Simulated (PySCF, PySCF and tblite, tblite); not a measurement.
# 2-cyanoethyl acrylate (C6H7NO2): a path driven as rotation about a bond, and NMR exchange

How fast is rotation about a bond in 2-cyanoethyl acrylate (C6H7NO2) (`C=CC(=O)OCCC#N`), and when do the exchanging lines merge?

Computed with tblite 0.8.0 (tight binding) and PySCF 2.14.0 (DFT, with response routines of our own); each step states its level. Atoms count from 0 throughout.

## (1) The molecule as given

16 atoms, charge 0, multiplicity 1; geometry from: force field or distance geometry start.

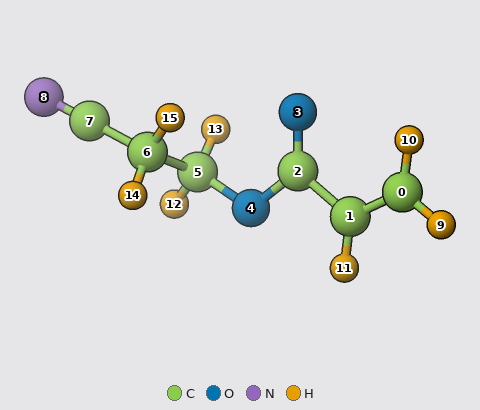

The starting geometry (carbon green, oxygen blue, nitrogen purple, hydrogen amber), atoms numbered.

## (2) GFN2-xTB relaxation, start minimum

The job: settings as JSON, then the geometry in Å.

```
{"job": {"xc": "GFN2-xTB", "basis": "xTB", "kind": "relax"}, "charge": 0, "multiplicity": 1}
C     -3.384400     0.203700     0.389000
C     -2.298000     0.217400    -0.383400
C     -0.987800    -0.249800     0.168700
O     -0.805700    -0.653000     1.287000
O     -0.063500    -0.113400    -0.801200
C      1.253000    -0.562200    -0.458300
C      1.997800     0.498200     0.352900
C      3.391900     0.095100     0.590700
N      4.492600    -0.235100     0.755100
H     -4.350300     0.540900    -0.000900
H     -3.371900    -0.135500     1.420500
H     -2.323800     0.547300    -1.400800
H      1.778300    -0.749200    -1.389300
H      1.213500    -1.524800     0.067400
H      1.961600     1.462300    -0.172300
H      1.489100     0.667000     1.325600
```

Command:

```sh
$ OMP_NUM_THREADS=1 python ens_run.py task.json out
```

One launch serves the whole session.

The log of the run:

```text
step      E/eV     max force
  0    -745.61230    2.389
  1    -745.59094    5.990
  2    -745.69369    0.798
  3    -745.70566    0.709
  4    -745.71454    0.211
  5    -745.71966    0.212
  6    -745.72279    0.234
  7    -745.72460    0.123
  8    -745.72545    0.067
  9    -745.72609    0.057
 10    -745.72658    0.054
 11    -745.72686    0.041
 12    -745.72701    0.035
 13    -745.72713    0.029
 14    -745.72726    0.037
 15    -745.72738    0.029
 16    -745.72747    0.021
 17    -745.72755    0.019
 18    -745.72761    0.020
 19    -745.72768    0.023
 20    -745.72775    0.024
 21    -745.72784    0.022
 22    -745.72792    0.021
 23    -745.72799    0.023
 24    -745.72806    0.027
 25    -745.72815    0.025
 26    -745.72823    0.023
 27    -745.72828    0.019
 28    -745.72831    0.017
 29    -745.72834    0.015
 30    -745.72838    0.016
 31    -745.72841    0.013
 32    -745.72843    0.012
 33    -745.72844    0.010
 34    -745.72846    0.008
 35    -745.72847    0.009
 36    -745.72847    0.008
 37    -745.72848    0.008
 38    -745.72850    0.010
 39    -745.72852    0.012
 40    -745.72853    0.010
 41    -745.72854    0.008
 42    -745.72855    0.008
 43    -745.72856    0.009
 44    -745.72858    0.010
 45    -745.72859    0.011
 46    -745.72860    0.011
 47    -745.72862    0.011
 48    -745.72864    0.011
 49    -745.72865    0.011
 50    -745.72866    0.010
 51    -745.72867    0.008
 52    -745.72867    0.005
 53    -745.72868    0.006
 54    -745.72868    0.005
 55    -745.72868    0.005
 56    -745.72868    0.004
 57    -745.72869    0.006
 58    -745.72869    0.008
 59    -745.72869    0.008
 60    -745.72870    0.006
 61    -745.72870    0.004
 62    -745.72870    0.003
 63    -745.72870    0.005
 64    -745.72870    0.007
 65    -745.72871    0.006
 66    -745.72871    0.019
 67    -745.72872    0.024
 68    -745.72873    0.008
 69    -745.72874    0.014
 70    -745.72875    0.023
 71    -745.72877    0.027
 72    -745.72879    0.019
 73    -745.72880    0.007
 74    -745.72880    0.005
 75    -745.72880    0.005
 76    -745.72880    0.004
 77    -745.72881    0.004
 78    -745.72881    0.003
```

It took 0.71 s on 1 thread of Intel Xeon at 2.50GHz, shared host.

Gain 0.117 eV; displacement 0.05 Å root mean square.

## (3) Relaxed scan, rotation

The job: settings as JSON, then the geometry in Å.

```
{"job": {"xc": "GFN2-xTB", "basis": "xTB", "coordinate": [["t", [1, 2, 4, 5], 0.5], ["t", [3, 2, 4, 5], 0.5]], "kind": "drive"}, "charge": 0, "multiplicity": 1}
C     -3.377243     0.217783     0.391423
C     -2.301274     0.215674    -0.382226
C     -0.991032    -0.223009     0.137203
O     -0.765976    -0.597111     1.260628
O     -0.050533    -0.154927    -0.824037
C      1.258724    -0.576921    -0.469872
C      1.978798     0.482892     0.376209
C      3.352842     0.111068     0.591949
N      4.443564    -0.188233     0.752854
H     -4.342989     0.530017     0.033556
H     -3.305904    -0.102125     1.418606
H     -2.312893     0.522784    -1.416743
H      1.778126    -0.737827    -1.417019
H      1.200515    -1.517606     0.089225
H      1.948274     1.449191    -0.136149
H      1.479401     0.577294     1.344973
```

The log of the run:

```text
point  coordinate     E/eV
  0    -74.400     -745.69167
  1    -59.900     -745.59001
  2    -45.100     -745.44576
  3    -29.900     -745.30805
  4    -14.500     -745.19383
  5      1.100     -745.14997
  6     16.600     -745.16396
  7     31.700     -745.21065
  8     46.600     -745.25905
  9     61.500     -745.29192
 10     76.400     -745.32446
 11     91.000     -745.34612
```

It took 10 s on 1 thread of Intel Xeon at 2.50GHz, shared host.

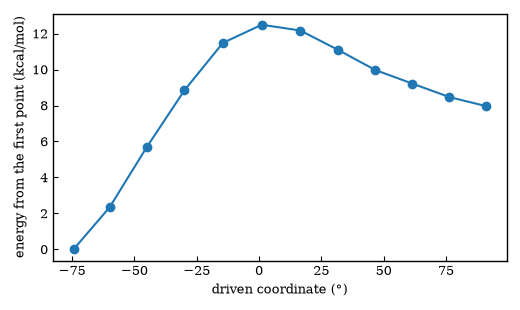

Energy along the scan.

## (4) Nudged elastic band, leg 1

The job, as its differences from that of step 3:

```diff
@@ -1,2 +1,2 @@
-{"job": {"xc": "GFN2-xTB", "basis": "xTB", "coordinate": [["t", [1, 2, 4, 5], 0.5], ["t", [3, 2, 4, 5], 0.5]], "kind": "drive"}, "charge": 0, "multiplicity": 1}
+{"job": {"xc": "GFN2-xTB", "basis": "xTB", "kind": "neb"}, "charge": 0, "multiplicity": 1}
 C     -3.377243     0.217783     0.391423
```

The log of the run:

```text
image   E - E0 / eV
  0       0.0000
  1       0.1213
  2       0.3811
  3       0.5797
  4       0.4339
  5       0.3948
  6       0.3713
```

It took 5.8 s on 1 thread of Intel Xeon at 2.50GHz, shared host; peak memory 0.2 GiB.

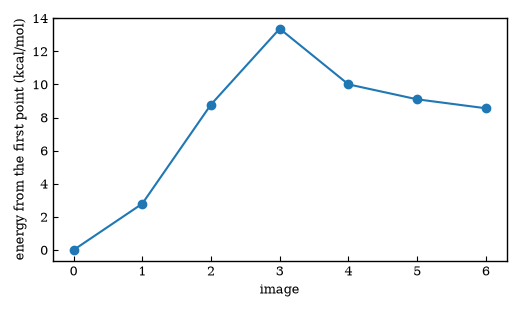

Energy along the band.

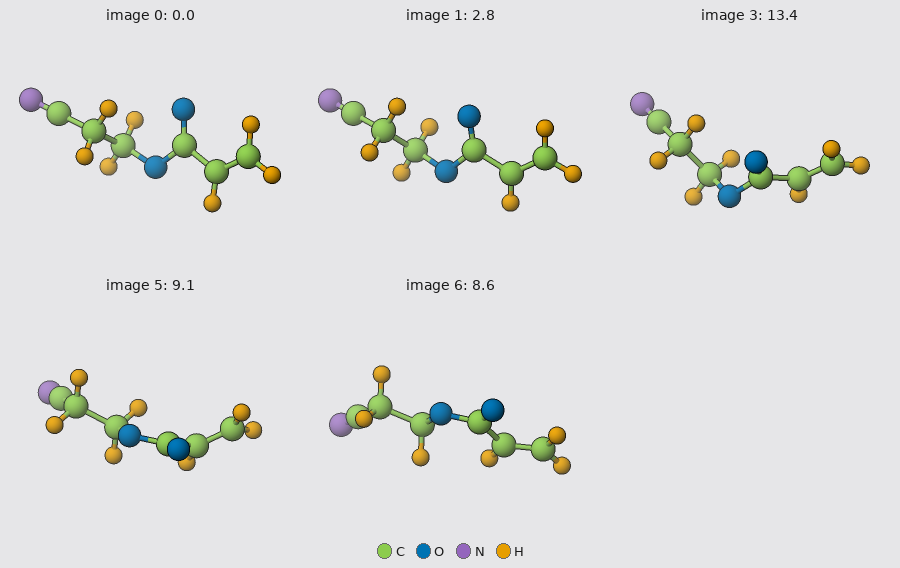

Images along the band, with energies in kcal/mol.

## (5) Saddle search, leg 1

The job: settings as JSON, then the geometry in Å.

```
{"job": {"xc": "GFN2-xTB", "basis": "xTB", "kind": "saddle"}, "charge": 0, "multiplicity": 1}
C     -3.135670    -0.315529     0.345904
C     -2.031663    -0.166825    -0.376386
C     -0.998512     0.812637     0.011863
O     -1.051577     1.521857     0.977082
O      0.045383     0.912980    -0.888427
C      1.067075    -0.057392    -0.775348
C      2.014944     0.298303     0.383489
C      3.079017    -0.660606     0.515305
N      3.921886    -1.425332     0.618135
H     -3.920982    -0.996399     0.065539
H     -3.274622     0.259317     1.247558
H     -1.859510    -0.712857    -1.292717
H      1.603518    -0.034301    -1.727854
H      0.643890    -1.060908    -0.627468
H      2.445104     1.287328     0.202216
H      1.451718     0.337727     1.321109
```

The log of the run:

```text
step      E/eV     max force
  0    -745.14908   0.0188
  1    -745.14945   0.1013
  2    -745.14931   0.0271
  3    -745.14966   0.0225
  4    -745.14978   0.0291
  5    -745.14981   0.0028
lowest wavenumbers (cm-1): -92.3 36.4 65.1 95.4 146.1 191.1
```

It took 7.1 s on 1 thread of Intel Xeon at 2.50GHz, shared host; peak memory 0.2 GiB.

Point group C1; 1 imaginary mode, 92i cm⁻¹, carried by O3, C1, O4. Steps downhill from it reached both ends.

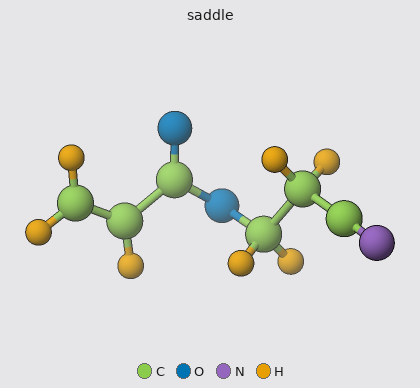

The saddle point.

## (6) Shieldings, start: PBE0/pcSseg-1 in cyclohexane

The job: settings as JSON, then the geometry in Å.

```
{"job": {"kind": "nmr", "xc": "PBE0", "basis": "pcSseg-1", "solvent": "cyclohexane", "pop": false}, "charge": 0, "multiplicity": 1}
C     -3.377243     0.217783     0.391423
C     -2.301274     0.215674    -0.382226
C     -0.991032    -0.223009     0.137203
O     -0.765976    -0.597111     1.260628
O     -0.050533    -0.154927    -0.824037
C      1.258724    -0.576921    -0.469872
C      1.978798     0.482892     0.376209
C      3.352842     0.111068     0.591949
N      4.443564    -0.188233     0.752854
H     -4.342989     0.530017     0.033556
H     -3.305904    -0.102125     1.418606
H     -2.312893     0.522784    -1.416743
H      1.778126    -0.737827    -1.417019
H      1.200515    -1.517606     0.089225
H      1.948274     1.449191    -0.136149
H      1.479401     0.577294     1.344973
```

The log of the run:

```text
coarse grid: 14096 points
cycle   1  E = -437.2402975212  dE =  1.455e+00  |g| = 9.279e-01  |ddm| = 3.688e+00
cycle   2  E = -436.8454440381  dE =  3.949e-01  |g| = 1.708e+00  |ddm| = 1.897e+00
cycle   3  E = -437.3945139671  dE = -5.491e-01  |g| = 2.488e-01  |ddm| = 1.364e+00
cycle   4  E = -437.4054957575  dE = -1.098e-02  |g| = 8.746e-02  |ddm| = 2.022e-01
cycle   5  E = -437.4067349205  dE = -1.239e-03  |g| = 2.206e-02  |ddm| = 5.916e-02
cycle   6  E = -437.4068428311  dE = -1.079e-04  |g| = 4.408e-03  |ddm| = 1.855e-02
cycle   7  E = -437.4068463916  dE = -3.560e-06  |g| = 2.031e-03  |ddm| = 4.060e-03
final grid: 138264 points
cycle   8  E = -437.4815486523  dE = -2.485e-05  |g| = 1.363e-02  |ddm| = 3.068e-02
cycle   9  E = -437.4814971472  dE =  5.151e-05  |g| = 2.174e-02  |ddm| = 2.359e-02
cycle  10  E = -437.4815823580  dE = -8.521e-05  |g| = 2.696e-03  |ddm| = 1.479e-02
cycle  11  E = -437.4815837336  dE = -1.376e-06  |g| = 5.902e-04  |ddm| = 1.883e-03
cycle  12  E = -437.4815837965  dE = -6.289e-08  |g| = 1.449e-04  |ddm| = 4.824e-04
cycle  13  E = -437.4815837997  dE = -3.175e-09  |g| = 7.762e-05  |ddm| = 1.297e-04
cycle  14  E = -437.4815838008  dE = -1.110e-09  |g| = 2.478e-05  |ddm| = 6.036e-05
cycle  15  E = -437.4815838009  dE = -1.249e-10  |g| = 4.989e-06  |ddm| = 1.982e-05
converged SCF energy = -437.4815838009

GIAO shielding tensors (ppm)
atom      isotropic    diamagn.    paramagn.     s11        s22        s33       span
  0 C       42.316     252.337    -210.020    -84.562     35.941    175.570    260.132
  1 C       51.817     255.799    -203.982    -59.417     70.559    144.310    203.727
  2 C       13.114     251.921    -238.808    -81.888     51.632     69.597    151.485
  3 O      -61.204     405.059    -466.263   -310.557   -211.764    338.707    649.265
  4 O      121.292     403.437    -282.144    -37.514    183.020    218.371    255.885
  5 C      123.027     245.471    -122.445     88.160    117.148    163.771     75.611
  6 C      170.265     249.250     -78.985    149.015    174.701    187.079     38.065
  7 C       64.229     257.799    -193.571    -51.168    -49.528    293.381    344.549
  8 N      -26.312     339.606    -365.917   -196.574   -187.852    305.491    502.065
  9 H       25.194      26.576      -1.382     22.391     24.977     28.212      5.821
 10 H       24.540      30.331      -5.792     20.888     23.951     28.780      7.892
 11 H       25.328      31.181      -5.853     23.173     23.531     29.281      6.107
 12 H       27.496      29.903      -2.407     22.508     28.234     31.745      9.238
 13 H       26.760      31.197      -4.437     23.230     27.156     29.895      6.666
 14 H       29.277      28.569       0.708     24.274     28.984     34.574     10.300
 15 H       28.274      30.051      -1.778     22.519     29.384     32.918     10.399
```

Wall time 49 s (1 thread of Intel Xeon at 2.50GHz, shared host); peak memory 1 GiB.

This run: HOMO -8.52 eV, LUMO -1.65 eV; dipole 5.33 D.

## (7) Shieldings, saddle of leg 1: PBE0/pcSseg-1 in cyclohexane

The job: settings as JSON, then the geometry in Å.

```
{"job": {"kind": "nmr", "xc": "PBE0", "basis": "pcSseg-1", "solvent": "cyclohexane", "pop": false}, "charge": 0, "multiplicity": 1}
C     -3.100165    -0.334392     0.377977
C     -2.041833    -0.142504    -0.400217
C     -0.984697     0.815642    -0.027176
O     -0.986853     1.499914     0.957188
O      0.037116     0.898693    -0.956559
C      1.075893    -0.046382    -0.795141
C      1.985979     0.315065     0.391325
C      3.026224    -0.665479     0.552264
N      3.843711    -1.455193     0.669528
H     -3.887856    -1.021475     0.120408
H     -3.196323     0.207032     1.305524
H     -1.908255    -0.657604    -1.340567
H      1.641135    -0.018898    -1.730194
H      0.662531    -1.056078    -0.656928
H      2.436665     1.296378     0.220292
H      1.396727     0.365281     1.312276
```

The log of the run:

```text
coarse grid: 14096 points
cycle   1  E = -437.2073759879  dE =  1.441e+00  |g| = 9.615e-01  |ddm| = 3.684e+00
cycle   2  E = -436.7601656989  dE =  4.472e-01  |g| = 1.806e+00  |ddm| = 2.006e+00
cycle   3  E = -437.3760808710  dE = -6.159e-01  |g| = 2.307e-01  |ddm| = 1.418e+00
cycle   4  E = -437.3856027517  dE = -9.522e-03  |g| = 8.852e-02  |ddm| = 2.165e-01
cycle   5  E = -437.3868711052  dE = -1.268e-03  |g| = 2.374e-02  |ddm| = 6.806e-02
cycle   6  E = -437.3869859074  dE = -1.148e-04  |g| = 7.428e-03  |ddm| = 2.107e-02
cycle   7  E = -437.3869947111  dE = -8.804e-06  |g| = 3.834e-03  |ddm| = 6.471e-03
cycle   8  E = -437.3869975016  dE = -2.791e-06  |g| = 7.226e-04  |ddm| = 2.726e-03
final grid: 138264 points
cycle   9  E = -437.4611226967  dE = -2.475e-05  |g| = 1.328e-02  |ddm| = 2.541e-02
cycle  10  E = -437.4610725860  dE =  5.011e-05  |g| = 2.128e-02  |ddm| = 2.276e-02
cycle  11  E = -437.4611554587  dE = -8.287e-05  |g| = 2.605e-03  |ddm| = 1.487e-02
cycle  12  E = -437.4611566650  dE = -1.206e-06  |g| = 5.335e-04  |ddm| = 1.904e-03
cycle  13  E = -437.4611567166  dE = -5.160e-08  |g| = 1.360e-04  |ddm| = 4.948e-04
cycle  14  E = -437.4611567198  dE = -3.205e-09  |g| = 6.691e-05  |ddm| = 1.220e-04
cycle  15  E = -437.4611567206  dE = -8.312e-10  |g| = 2.412e-05  |ddm| = 5.786e-05
converged SCF energy = -437.4611567206

GIAO shielding tensors (ppm)
atom      isotropic    diamagn.    paramagn.     s11        s22        s33       span
  0 C       35.815     252.853    -217.038    -95.055     27.714    174.786    269.841
  1 C       51.645     257.925    -206.280    -58.253     70.930    142.259    200.513
  2 C        8.079     250.427    -242.348    -93.591     54.228     63.599    157.190
  3 O     -162.139     403.050    -565.189   -466.379   -324.343    304.304    770.683
  4 O      164.974     404.101    -239.127     88.694    152.765    253.462    164.768
  5 C      119.464     246.856    -127.393     84.915    109.413    164.063     79.148
  6 C      168.374     250.018     -81.644    149.450    170.014    185.658     36.208
  7 C       64.128     259.241    -195.113    -50.545    -50.234    293.163    343.708
  8 N      -26.224     340.208    -366.432   -196.873   -187.642    305.842    502.715
  9 H       24.900      27.537      -2.637     21.685     24.965     28.050      6.365
 10 H       24.279      30.223      -5.944     20.319     24.041     28.478      8.159
 11 H       25.280      32.138      -6.859     22.644     23.789     29.406      6.762
 12 H       27.193      29.906      -2.712     22.694     27.749     31.137      8.443
 13 H       27.562      32.958      -5.396     22.955     29.289     30.441      7.486
 14 H       28.816      27.352       1.464     24.365     28.123     33.960      9.594
 15 H       28.826      31.145      -2.318     23.414     29.520     33.546     10.132
```

Wall time 56 s (1 thread of Intel Xeon at 2.50GHz, shared host); peak memory 1 GiB.

This run: HOMO -8.45 eV, LUMO -2.09 eV; dipole 4.25 D.

The fields below are evaluated on a grid from the run's orbitals.

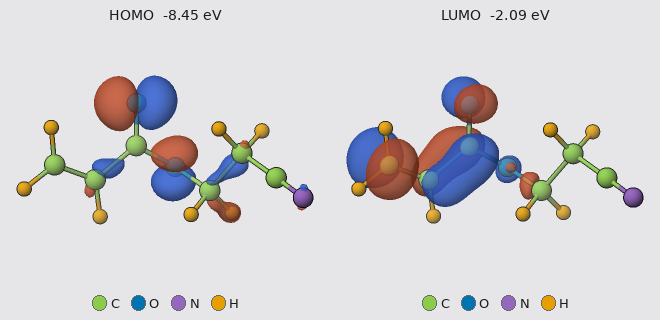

PBE0/pcSseg-1 orbitals near the gap, drawn at the value that encloses 70 % of each; the two colours are the two signs.

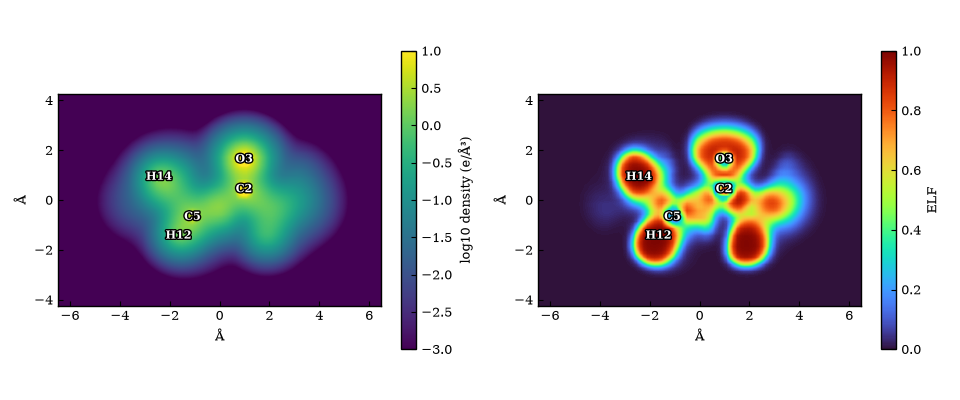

Density (left) and ELF (right) in a plane through or near 5 of the atoms.

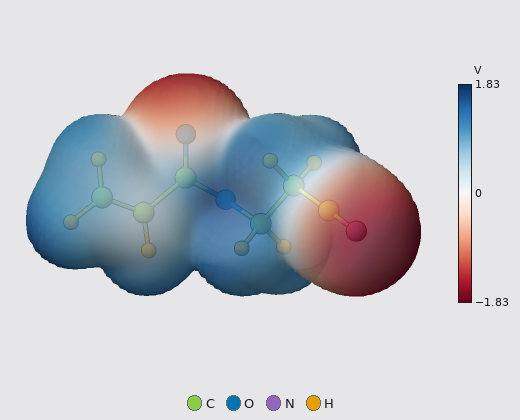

Electrostatic potential on the surface of density 0.002 e/bohr³; red is low, blue high. It runs, from the 1st to the 99th percentile, from -1.83 V near N8 to 1.48 V near H9.

## (8) Shieldings, end: PBE0/pcSseg-1 in cyclohexane

The job: settings as JSON, then the geometry in Å.

```
{"job": {"kind": "nmr", "xc": "PBE0", "basis": "pcSseg-1", "solvent": "cyclohexane", "pop": false}, "charge": 0, "multiplicity": 1}
C     -3.248647    -0.323949    -0.083293
C     -1.928188    -0.227622    -0.162787
C     -1.250077     0.990048     0.344416
O     -1.844326     1.972892     0.700843
O      0.098757     1.010814     0.411706
C      0.915330    -0.092882     0.068538
C      2.357619     0.317357     0.388917
C      3.277396    -0.739892     0.057204
N      3.995096    -1.586925    -0.211791
H     -3.786197    -1.183848    -0.444267
H     -3.822028     0.475911     0.356484
H     -1.332988    -1.014247    -0.600056
H      0.825847    -0.324584    -1.000907
H      0.641096    -0.978992     0.655177
H      2.617237     1.212829    -0.181594
H      2.444626     0.551000     1.453131
```

The log of the run:

```text
coarse grid: 14096 points
cycle   1  E = -437.2134241053  dE =  1.470e+00  |g| = 9.613e-01  |ddm| = 3.665e+00
cycle   2  E = -436.7278052081  dE =  4.856e-01  |g| = 1.848e+00  |ddm| = 2.101e+00
cycle   3  E = -437.3813320253  dE = -6.535e-01  |g| = 2.559e-01  |ddm| = 1.523e+00
cycle   4  E = -437.3927129298  dE = -1.138e-02  |g| = 9.768e-02  |ddm| = 2.371e-01
cycle   5  E = -437.3942203890  dE = -1.507e-03  |g| = 2.476e-02  |ddm| = 7.230e-02
cycle   6  E = -437.3943585893  dE = -1.382e-04  |g| = 4.703e-03  |ddm| = 2.080e-02
cycle   7  E = -437.3943626458  dE = -4.057e-06  |g| = 1.753e-03  |ddm| = 4.007e-03
final grid: 138264 points
cycle   8  E = -437.4687746149  dE = -3.097e-05  |g| = 1.350e-02  |ddm| = 3.365e-02
cycle   9  E = -437.4687226341  dE =  5.198e-05  |g| = 2.161e-02  |ddm| = 2.301e-02
cycle  10  E = -437.4688084153  dE = -8.578e-05  |g| = 2.699e-03  |ddm| = 1.500e-02
cycle  11  E = -437.4688097408  dE = -1.325e-06  |g| = 5.656e-04  |ddm| = 1.946e-03
cycle  12  E = -437.4688097964  dE = -5.557e-08  |g| = 1.627e-04  |ddm| = 5.112e-04
cycle  13  E = -437.4688098011  dE = -4.726e-09  |g| = 7.355e-05  |ddm| = 1.425e-04
cycle  14  E = -437.4688098021  dE = -1.021e-09  |g| = 2.609e-05  |ddm| = 6.452e-05
cycle  15  E = -437.4688098023  dE = -1.323e-10  |g| = 6.795e-06  |ddm| = 1.917e-05
converged SCF energy = -437.4688098023

GIAO shielding tensors (ppm)
atom      isotropic    diamagn.    paramagn.     s11        s22        s33       span
  0 C       37.956     251.200    -213.244    -89.463     28.527    174.804    264.267
  1 C       59.358     261.328    -201.970    -57.722     76.980    158.817    216.539
  2 C       17.435     244.696    -227.261    -75.353     60.995     66.663    142.015
  3 O      -86.795     399.089    -485.884   -360.920   -206.055    306.590    667.510
  4 O      137.833     402.232    -264.399    -43.921    192.616    264.804    308.725
  5 C      120.934     248.794    -127.860     93.708    108.384    160.711     67.003
  6 C      168.139     246.286     -78.147    149.980    169.752    184.686     34.706
  7 C       64.280     259.113    -194.833    -50.345    -49.793    292.980    343.325
  8 N      -27.365     339.484    -366.848   -199.523   -189.260    306.689    506.212
  9 H       24.970      28.330      -3.361     21.740     24.881     28.288      6.548
 10 H       24.334      29.244      -4.910     20.705     23.639     28.658      7.953
 11 H       25.244      35.063      -9.819     22.137     22.648     30.948      8.811
 12 H       27.283      33.173      -5.890     22.795     28.691     30.362      7.567
 13 H       27.349      33.243      -5.894     22.903     28.988     30.156      7.253
 14 H       28.771      27.028       1.742     24.079     28.155     34.079     10.000
 15 H       28.803      27.005       1.798     24.130     28.166     34.113      9.983
```

Wall time 48 s (1 thread of Intel Xeon at 2.50GHz, shared host); peak memory 0.94 GiB.

This run: HOMO -8.31 eV, LUMO -1.75 eV; dipole 2.58 D.

(Part 1 of 2 ends here.)
